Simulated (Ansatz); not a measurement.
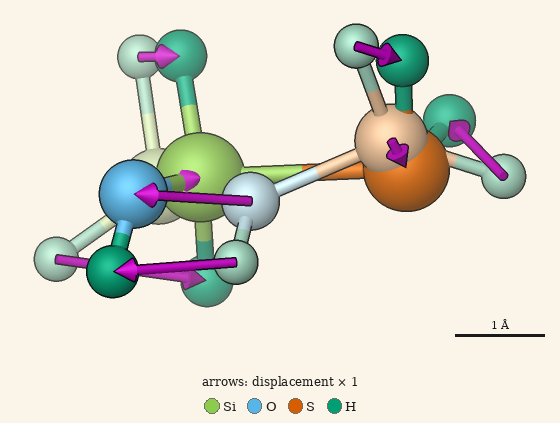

This is a relaxation of SiH5SO (charge +1). The starting structure is drawn faded, the final one solid; purple arrows show the displacements, at their true length. The two geometries are superimposed by the best rigid fit.

Style: ball-and-stick. Shown at a tilt.

It is one of the separated reactants of a reaction.

Method: RKS PBE-D4/def2-SVP (Ansatz).

Input file:
```yaml
crystal:
  periodic: [false, false, false]
  atoms:
    - {symbol: Si, position_ang: [-0.727912, 0.625924, -0.655012]}
    - {symbol: O, position_ang: [0.644380, 0.038929, 0.375921]}
    - {symbol: S, position_ang: [0.449899, -1.247356, 1.510951]}
    - {symbol: H, position_ang: [-1.008573, -0.561657, -1.473665]}
    - {symbol: H, position_ang: [-0.050056, 1.746890, -1.327753]}
    - {symbol: H, position_ang: [0.084609, -1.359611, 2.816157]}
    - {symbol: H, position_ang: [1.434487, 0.579721, 0.535465]}
    - {symbol: H, position_ang: [1.018070, -2.169263, 0.706660]}
basis:
  gaussian: {orbitals: def2-SVP}
total_charge: 1
hamiltonian: {xc: pbe, dispersion: d4}
relax: {f_tol: 0.03, max_steps: 250}
```

Command:
```bash
ansatz run in.yaml --threads 2 --pin off --events-out ev --progress --plain --max-ram 4352MiB
```

Q: What did the optimiser do to the structure, and how much energy did it gain?

A: The energy falls by 156.1 kcal/mol in 21 geometry steps. Largest force component: 5.1 eV/Å at the start, 0.019 eV/Å at the end. H5 moves most after the best rigid fit: 1.81 Å. By element the largest moves are H 1.81 Å, O 1.50 Å, Si 0.90 Å, S 0.41 Å. Near-neighbour distances that change, for instance: O2–S3 1.726 → 3.192 Å, Si1–S3 3.096 → 2.396 Å, Si1–O2 1.814 → 1.633 Å, S3–H8 1.349 → 1.371 Å. New bonds form: Si1–S3 (3.10 → 2.40 Å). Bonds break: O2–S3 (1.73 → 3.19 Å). Among the angles between lasting bonds that change: H6–S3–H8 129.0° → 93.7°, O2–Si1–H5 99.1° → 118.9°, O2–Si1–H4 101.5° → 111.1°.
